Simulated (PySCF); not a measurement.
```xyz
15

F    -3.4613   -0.6780   -0.0162
C    -2.3767    0.0837   -0.2191
F    -2.5636    1.2079    0.4897
F    -2.4022    0.4447   -1.5114
C    -1.0989   -0.6320    0.1570
C     0.1226    0.2599   -0.0854
O     1.2665   -0.4400    0.2747
Si    2.8180    0.0446    0.2160
H    -1.1541   -0.9085    1.2112
H    -1.0211   -1.5404   -0.4426
H     0.1685    0.5441   -1.1444
H     0.0345    1.1770    0.5108
H     3.2054    0.3833   -1.1558
H     3.0251    1.2279    1.0547
H     3.4330   -1.1662    0.7287
```

Geometry: GFN2-xTB.

Theory: PBE0/pcSseg-1, SCF density, gas phase, non-relativistic (PySCF 2.14.0).

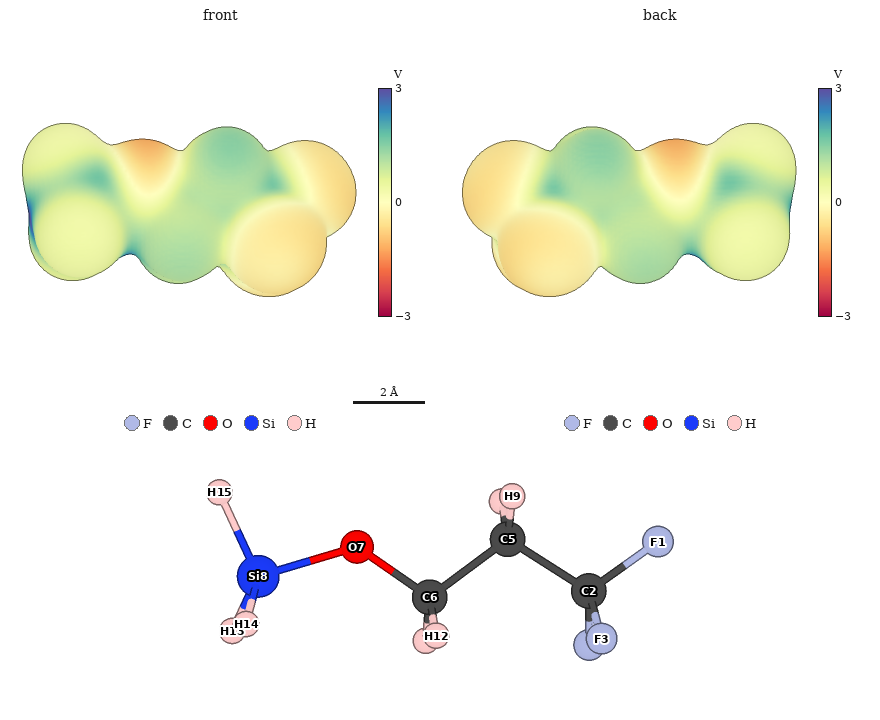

C₃H₇F₃OSi (SMILES FC(F)(F)CCO[SiH3]). The molecular electrostatic potential painted on the density surface at 0.004 e/bohr³, seen from the front and from behind; red is negative and blue positive. The bare structure is drawn below in the same view.

> Which sites attract a positive test charge, and which a negative one?

A positive charge is drawn to the negative regions and a negative charge to the positive ones. The most negative region (about −1.1 V) lies over O7, the most positive (about +2.6 V) over Si8. O7 is the likeliest acceptor of a hydrogen bond.

> What dipole moment does the calculation give?

Its dipole moment is 1.91 D.
